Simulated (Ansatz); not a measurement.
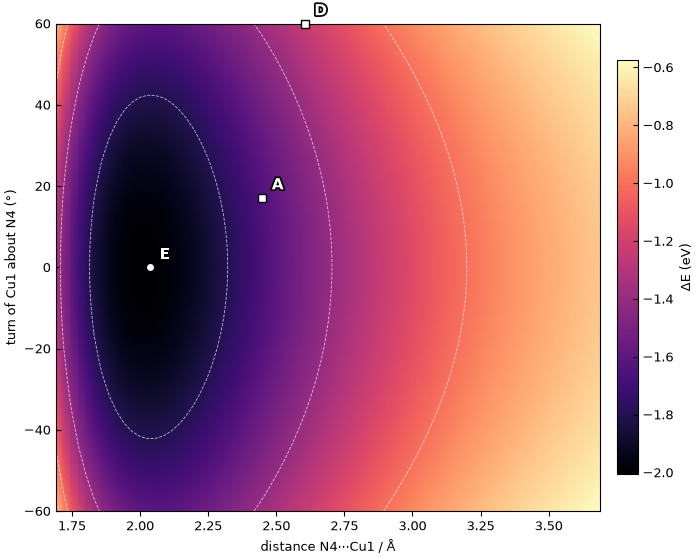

C₂H₃CuN, charge +1. The turn is about an axis along (−0.14, 0.99, 0.05) in the frame of the relaxed pair, normal to the line between the partners. First axis: distance N4···Cu1. Second axis: turn of Cu1 about N4. The grid has 15 × 15 points. Points are written as (first, second). Energies are in eV, from the ion and the molecule far apart, frozen as in the relaxed pair, each in its own basis (no counterpoise correction). Level of theory: RHF/def2-SVPD in Ansatz.

The picture shows a smooth colour map with a few white contour lines, lettered points. Between grid points the surface is interpolated.

### Is E the lowest point of the computed grid?

Yes. E, at (2.036 Å, 0.0°), has the lowest energy of the grid.

### Rank the lettered points by energy, lowest first.

E (−2.01 eV), A (−1.64 eV), D (−1.23 eV).

### What kind of point is each of A, E: minimum, saddle, maximum or slope?

A: on a slope; E: minimum. (In these two coordinates alone; a stationary point may lie a little off the grid point.)
